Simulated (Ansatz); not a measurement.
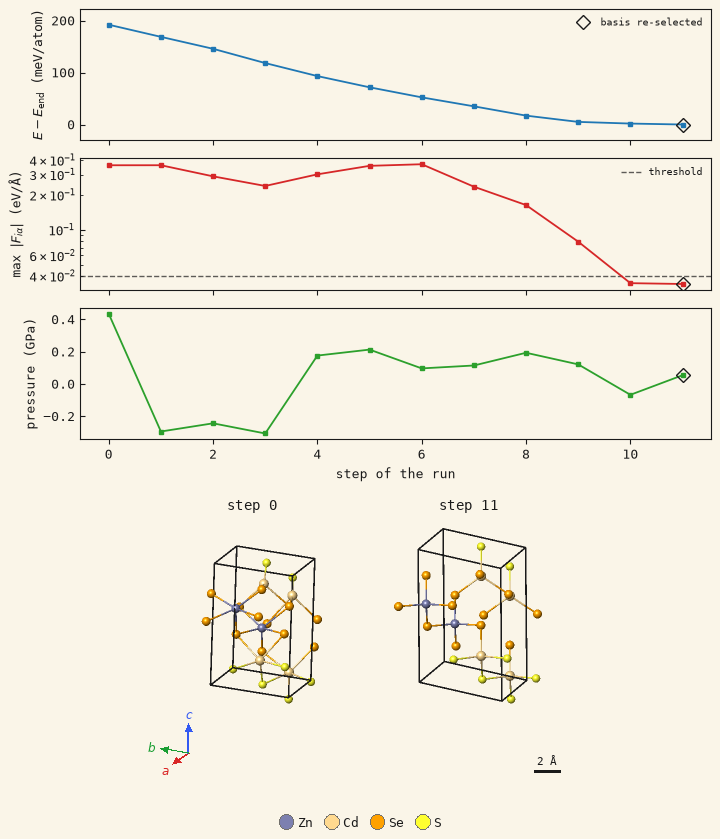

First and last geometry of a relaxation of a crystal of ZnCd$_{2}$Se$_{2}$S (a generated structure, set up in P1) (coarse preliminary run), with the history of the run. The picture is a ball-and-stick view of the cell of the calculation, seen from a free direction.

Method: DFT PBE, scalar-relativistic, plane waves, PAW in Ansatz 0.2.0.

Input
```yaml
crystal:
  lattice:
    - [4.0251502202, 0.0, 0.0]
    - [-0.4637124022, 6.9899056011, 0.0]
    - [-0.8343789496, -0.4148533589, 9.9201016959]
  atoms:
    - { symbol: Zn, position: [0.0511541207, 0.9724447127, 0.4968772926] }
    - { symbol: Zn, position: [0.6271316211, 0.4719802735, 0.4710861538] }
    - { symbol: Cd, position: [0.8986473856, 0.0221963364, 0.8226918958] }
    - { symbol: Cd, position: [0.4382087421, 0.5183482304, 0.8017694732] }
    - { symbol: Cd, position: [0.2441625887, 0.5886025073, 0.1362221442] }
    - { symbol: Cd, position: [0.787955177, 0.0620189544, 0.1708387559] }
    - { symbol: Se, position: [0.9447244899, 0.6788757779, 0.6674568105] }
    - { symbol: Se, position: [0.4671791257, 0.1739535131, 0.6573646126] }
    - { symbol: Se, position: [0.5190507598, 0.8265567332, 0.366552624] }
    - { symbol: Se, position: [0.0752251877, 0.3371368276, 0.3565526825] }
    - { symbol: S, position: [0.2407754974, 0.9305576648, 0.0293379042] }
    - { symbol: S, position: [0.7057853044, 0.4173284687, 0.0232496506] }
basis:
  ecutwfc: 420
kpoints:
  mp_grid: { grid: [4, 4, 2] }
hamiltonian:
  xc: pbe
scf:
  occupations: { method: gaussian, width: 0.1 }
  lower_state_search: "off"
output:
  forces: true
  stress: true
  eigenvalues: true
relax:
  adjacent_minimum: "off"
  f_tol: 0.04
  max_steps: 70
  cell: { stress_tol: 0.4 }
```

Launched with:
```bash
ansatz run input.yaml --threads 1 --pin off --max-ram 2560MiB --backend cpu --events-out ev --progress --plain --runs-dir out
```

Did the run converge, and what did it change?

It converged. Zn1 moves most relative to the cell: 1.56 Å roughly along [3 3 −1]. Largest moves by element: Zn 1.56 Å, Se 1.43 Å, Cd 0.93 Å, S 0.90 Å. Cell: a 4.025 → 4.212 Å (+4.6 %), b 7.005 → 7.254 Å (+3.6 %), c 9.964 → 10.631 Å (+6.7 %), α 92.1° → 83.5°, β 94.8° → 101.1°, γ 93.8° → 89.8°. Volume +13.4 %. Near-neighbour distances that change, for instance: Cd6–Se10 2.751 → 5.000 Å, Zn1–Se7 2.749 → 4.888 Å, Cd5–Se9 2.885 → 4.990 Å, Zn2–Se8 2.919 → 4.876 Å. Bonds break: Cd5–Se9 (2.89 → 4.99 Å), Cd6–Se10 (2.75 → 5.00 Å), Zn1–Se7 (2.75 → 4.89 Å), Zn2–Se8 (2.92 → 4.88 Å). Among the angles between lasting bonds that change: Se8–Zn1–Se9 164.0° → 107.4°, Se8–Cd3–S11 164.1° → 113.3°, Zn1–Se10–Cd5 154.5° → 107.1°. The space group stays P1 (No. 1). The energy falls by 192 meV per atom in 10 accepted moves (11 points after the start). The largest force component goes from 0.36 to 0.034 eV/Å. The pressure goes from 0.44 to 0.05 GPa. The SCF was repeated once at an unchanged geometry on a basis and grid sized afresh for the cell, which shifted the energy by 1.8 meV per atom at most. Cost: 6.1 min on 1 thread of AMD EPYC 9R45 96-Core Processor (Zen 5), on a shared host, peak memory 0.88 GiB.

| step | E − E(0), meV/atom | largest force component, eV/Å | pressure, GPa | volume, Å³/atom | note |
| --- | --- | --- | --- | --- | --- |
| 0 | 0.00 | 0.3608 | 0.44 | 23.259 |  |
| 1 | -23.35 | 0.3610 | -0.29 | 23.785 |  |
| 2 | -46.35 | 0.2894 | -0.24 | 24.131 |  |
| 3 | -73.84 | 0.2390 | -0.31 | 24.799 |  |
| 4 | -98.89 | 0.3012 | 0.18 | 25.111 |  |
| 5 | -120.48 | 0.3566 | 0.21 | 25.484 |  |
| 6 | -139.84 | 0.3682 | 0.10 | 25.779 |  |
| 7 | -157.11 | 0.2355 | 0.11 | 25.904 |  |
| 8 | -175.02 | 0.1634 | 0.19 | 26.075 |  |
| 9 | -187.09 | 0.0789 | 0.12 | 26.263 |  |
| 10 | -190.31 | 0.0345 | -0.07 | 26.383 |  |
| 11 | -192.12 | 0.0340 | 0.05 | 26.383 | same geometry, new basis |
